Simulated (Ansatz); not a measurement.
Abstraction of Br: CH2BrF + CH3Mg → CH2F + Mg(CH3)Br

Species: CH2BrF `FCBr`, singlet; CH3Mg `[CH3][Mg]`, doublet; CH2F `[CH2]F`, doublet; Mg(CH3)Br, singlet. A radical takes Br: the energy is the difference in strength between the C–Br bond broken and the Mg–Br bond made.

Shapes, held fixed at every level: PBE0-D4/def2-TZVP. Programs: Ansatz 0.2.0. The zero-point and thermal change to 298 K, harmonic and unscaled (PBE0-D4/def2-TZVP), is -6.8 kJ/mol.

| level | kind | ΔH(298 K) (kJ/mol) | less CCSD(T)/def2-TZVPP |
| --- | --- | --- | --- |
| HF/def2-TZVPP | Hartree–Fock | -166.5 | -42.3 |
| PBE-D4/def2-TZVPP | GGA | -103.3 | +20.9 |
| r2SCAN0-D4/def2-TZVPP | global hybrid | -140.3 | -16.1 |
| B2PLYP/def2-TZVPP | double hybrid | -130.1 | -5.9 |
| MP2/def2-TZVPP | perturbation theory | -118.4 | +5.8 |
| CCSD(T)/def2-SVP | coupled cluster or CI | -142.7 | -18.5 |
| CCSD(T)/def2-TZVPP | coupled cluster or CI | -124.2 | 0.0 |

The highest level, CCSD(T)/def2-TZVPP, gives ΔH(298 K) = -124.2 kJ/mol; the levels span -166.5 to -103.3. The column of differences is taken from that level and isn't an error. No measured value is set beside it here. Open shells run unrestricted unless RO is named. Relativity is left out for Br unless named. Correlated rows may include outer-core shells of Br, Mg, which these sets cover unevenly.

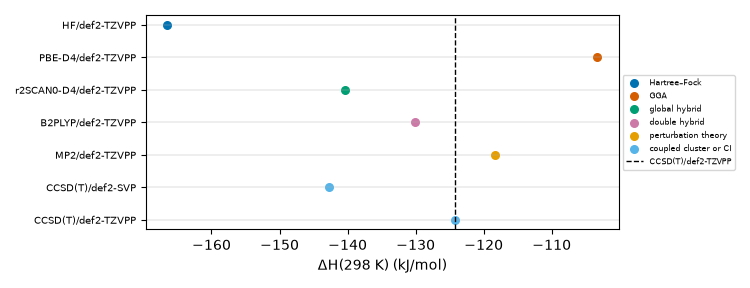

The values of the table, level by level.
